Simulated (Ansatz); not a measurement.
**Profile along the W–C line in WC (WC type, space group P-6m2)**

WC (WC type, space group P-6m2)

Space group P-6m2 (No. 187); a = 2.922 Å, b = 2.922 Å, c = 2.847 Å, α = 90.00°, β = 90.00°, γ = 120.00°

| atom | site | symmetry | x | y | z |
|---|---|---|---|---|---|
| W | 1a | -6m2 | 0.0000 | 0.0000 | 0.0000 |
| C | 1f | -6m2 | 0.6667 | 0.3333 | 0.5000 |

Fields along a shortest W–C line of a (-1 2 -1 0) plane (2.21 Å), from W to C, interpolated on the slice's grid (step about 0.3 Å). Method: PBE (plane waves to 420 eV, PAW, scalar-relativistic; Ansatz, a first-principles code). k mesh 18×18×16. Inside the PAW spheres the values are not all-electron values, and peaks at nuclei hang on which shells count as valence. Spin-orbit coupling is left out, though W is heavy. The PAW data are Ansatz's earlier set. WC is run without spin polarisation. WC was relaxed with its symmetry unable to fall.

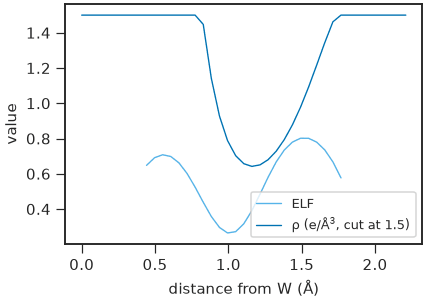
Fig. 1. ELF (away from the nuclei) and valence density from W to C.

Density on the W–C line (2.21 Å) at its density minimum, 1.2 Å from W: 0.64 e/Å³. ELF at that point: 0.4.
